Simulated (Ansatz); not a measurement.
**GeH$_{2}$Si$_{2}$Zn (SMILES [SiH]1=[Ge]=[SiH][Zn]1): density, localisation and related maps**

The calculation's input:

```
crystal:
  periodic: [false, false, false]
  atoms:
    - symbol: Ge
      position_ang: [-4.376983, 0.328588, 1.052336]
    - symbol: Si
      position_ang: [-2.355478, -0.865474, 0.985074]
    - symbol: Si
      position_ang: [-3.420638, 0.863386, 3.129884]
    - symbol: Zn
      position_ang: [-1.558915, -0.618723, 3.215440]
    - symbol: H
      position_ang: [-1.555122, -0.469179, -0.232015]
    - symbol: H
      position_ang: [-3.298611, 2.360730, 3.278439]
basis:
  gaussian:
    orbitals: def2-TZVPD
output: {forces: true, orbitals: {seedname: orbitals}}
hamiltonian:
  xc: {name: PBE0}
```

Run with:

```sh
ansatz run input.yaml --threads 2 --pin off --max-ram 4350MiB --events-out events.jsonl --progress --plain --runs-dir runs
```

Geometry: PBE0-D3(BJ)/pcseg-1.

Method: isolated molecule in a Gaussian basis; Kohn-Sham density functional theory, functional PBE0 (Ansatz).

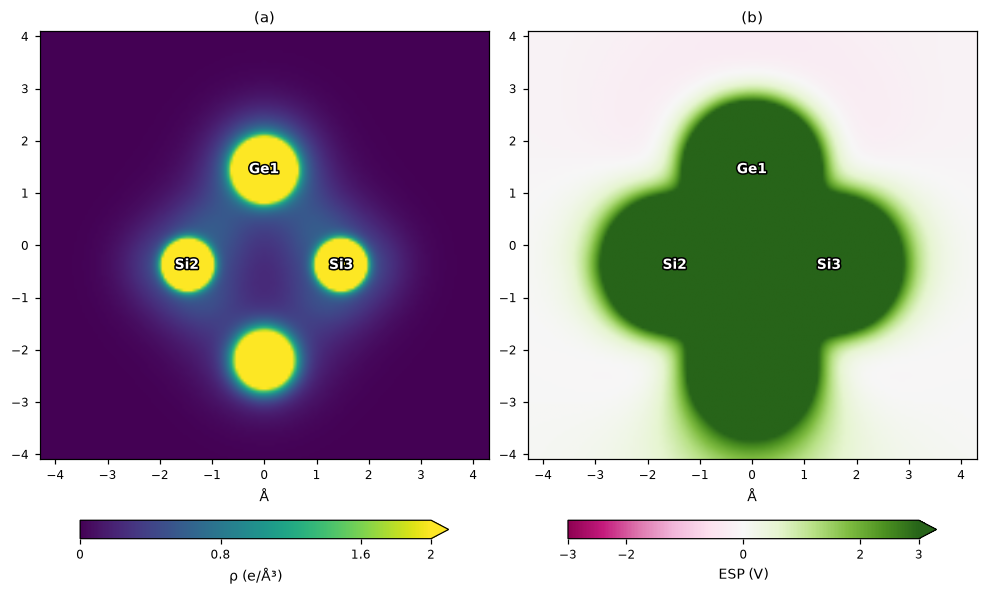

Figure 1. (a) total electron density; (b) molecular electrostatic potential on the plane of atoms Si2, Ge1 and Si3.

**Read the bonding off the picture.**

Atoms in the plane: Ge and Si. Si–Ge (2.35 Å): ρ at the midpoint is about 0.55 e/Å³. The potential has no marked negative region in this plane.

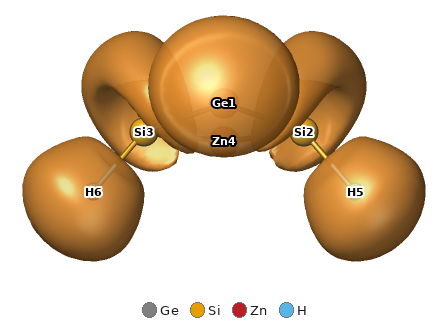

Figure 2. Isosurface of the electron localisation function at 0.75 (orange), seen from one side. Core shells and regions of very low density are left out.

**Describe the localisation domains.**

The surface consists of two regions around hydrogen nuclei, two regions on Si in which the atom's valence shell and bonds are merged and one lobe on Ge, pointing away from the bonds (lone pairs). Along the contacts the grid gives the following. Si–Ge (2.35 Å): the ELF peaks at about 0.85 between the atoms (a shared electron pair). Zn–Si (2.38 Å): the ELF peaks at about 0.75 in the valence shell of Si, 1.0 Å from its nucleus, and is about 0.60 at the midpoint.

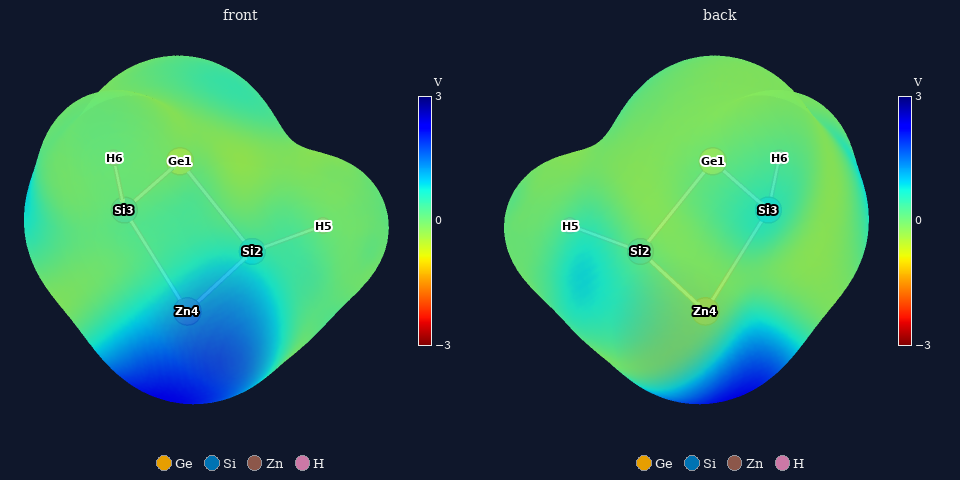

Figure 3. The electrostatic potential painted on the density surface at 0.002 e/bohr³, seen from the front and from behind; the colour scale runs from red (negative) to blue (positive).

**Where is the surface potential most negative and most positive?**

The most negative region (about −0.3 V) lies over Ge1, the most positive (about +2.2 V) over Zn4.
